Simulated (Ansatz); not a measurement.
## Electronic structure of F$_{2}$H$_{2}$SSi in real space

```yaml
atoms:
  - { symbol: Si, position_ang: [-0.1081, 0.4435, 0.1554] }
  - { symbol: H, position_ang: [-0.4031, 1.1659, -1.0918] }
  - { symbol: S, position_ang: [1.1025, -1.2624, -0.0857] }
  - { symbol: H, position_ang: [0.2348, -1.8220, -0.9482] }
  - { symbol: F, position_ang: [-1.4992, 0.0804, 0.8206] }
  - { symbol: F, position_ang: [0.6732, 1.3946, 1.1497] }
```

The reactant side of a reaction path; geometry: PBE0-D4/def2-TZVP.

All numbers below come from RKS PBE0-D4/def2-TZVPP (Ansatz 0.2.0).

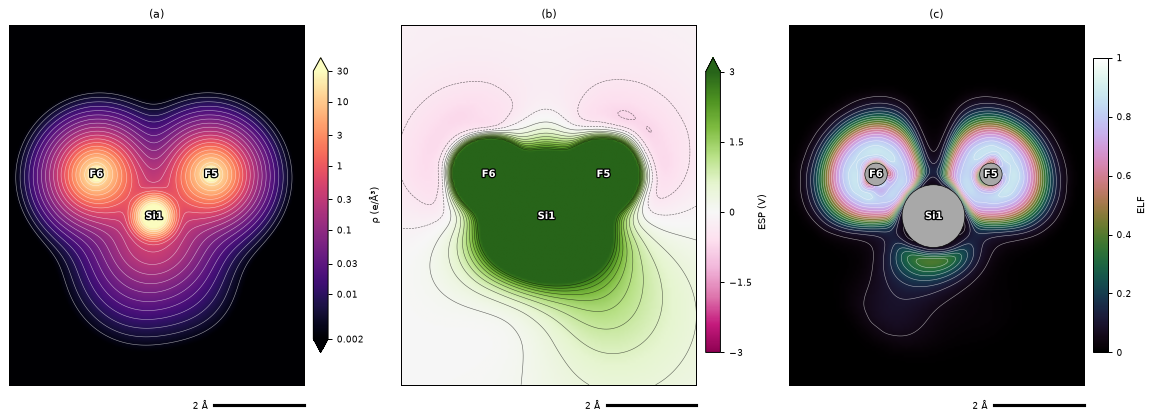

Figure 1. (a) total electron density; (b) molecular electrostatic potential; (c) ELF on the plane of atoms F5, Si1 and F6. Grey discs cover the atomic cores in the ELF map.

Read the bonding off the picture.

Answer.
- Atoms in the plane: Si and F.
- Si–F (1.58 Å): ρ is about 1.2 e/Å³ halfway; the ELF peaks at about 0.85 in the valence shell of F, 0.6 Å from its nucleus, and is about 0.50 at the midpoint.
- The ELF also peaks beside F6 and F5, away from the bonds: lone-pair regions.
- Outside the dense part of the molecule the potential is most negative (−0.7 V) near F5.

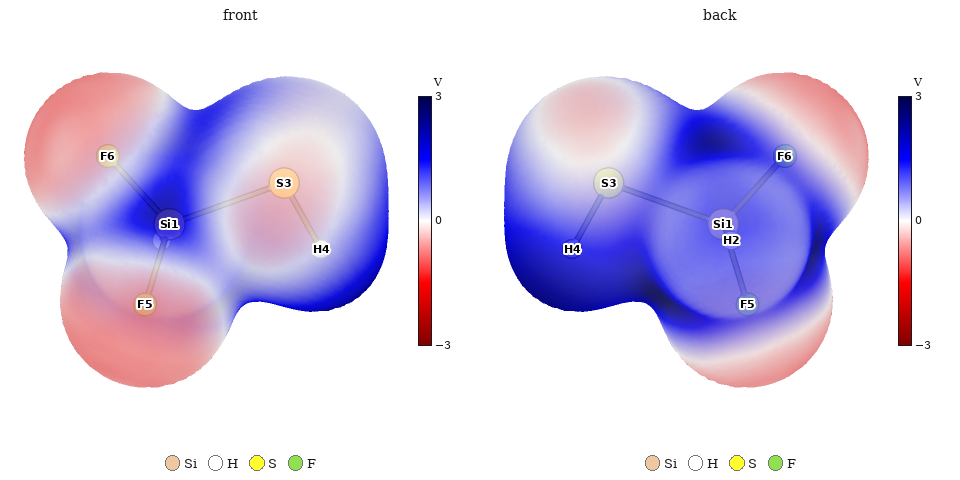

Figure 2. The electrostatic potential painted on the density surface at 0.004 e/bohr³, seen from the front and from behind; red is negative and blue positive.

Describe the electrostatic potential map.

Answer. The most negative region (about −0.7 V) lies over F5 and F6, the most positive (about +2.9 V) over Si1.

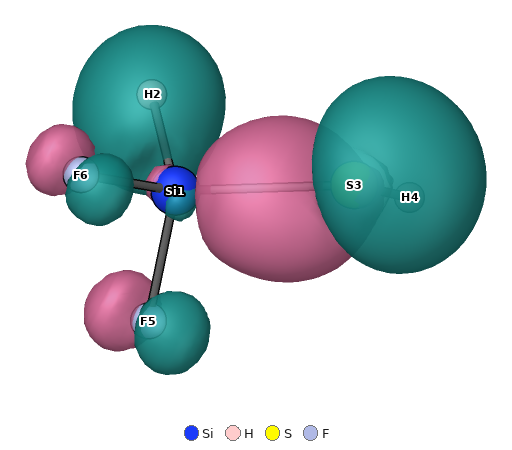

Figure 3. The HOMO−1 at ±0.15 Å⁻³ᐟ² (teal and pink are the two phases), seen from one side.

Describe this orbital and give its energy.

Answer. It lies mainly on S3 (about 50 %), Si1 (about 20 %), H2 (about 15 %) and F5 (about 5 %). Its energy is −9.73 eV.
